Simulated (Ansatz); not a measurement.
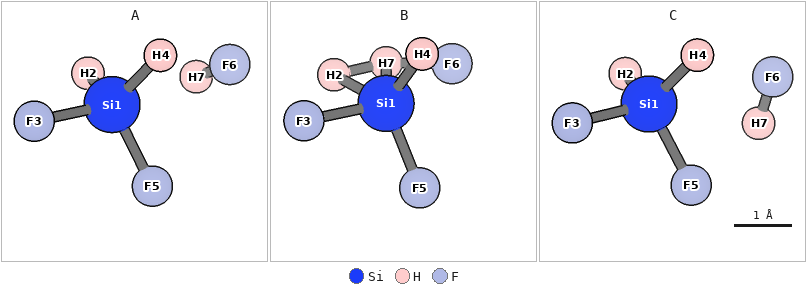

3 geometries from a converged minimum-energy path of SiH₃F₃, shuffled. Style: ball-and-stick. Shown at a tilt.

The calculation used RKS BLYP-D4/def2-SVP (Ansatz). Run with 9 movable images; climbing image; force threshold 0.05 eV/Å; iteration limit 60; starting path through a guess of the saddle point.

### Which of them lies highest in energy?

B. In order along the path, whose images run from 0 to 10: C (image 1, +0.10 eV), A (image 2, +0.18 eV), B (image 4, +1.13 eV). Breaking: F6–H7 (0.95 → 1.20 at the top → 2.48 Å), Si1–H2 (1.48 → 1.70 at the top → 3.95 Å). Forming: H2–H7 (2.96 → 1.00 at the top → 0.77 Å), Si1–F6 (2.84 → 1.93 at the top → 1.62 Å).

The run took 2.2 min on 1 thread of AMD EPYC 9R45 96-Core Processor (Zen 5), on a shared host, peak memory 0.17 GiB.
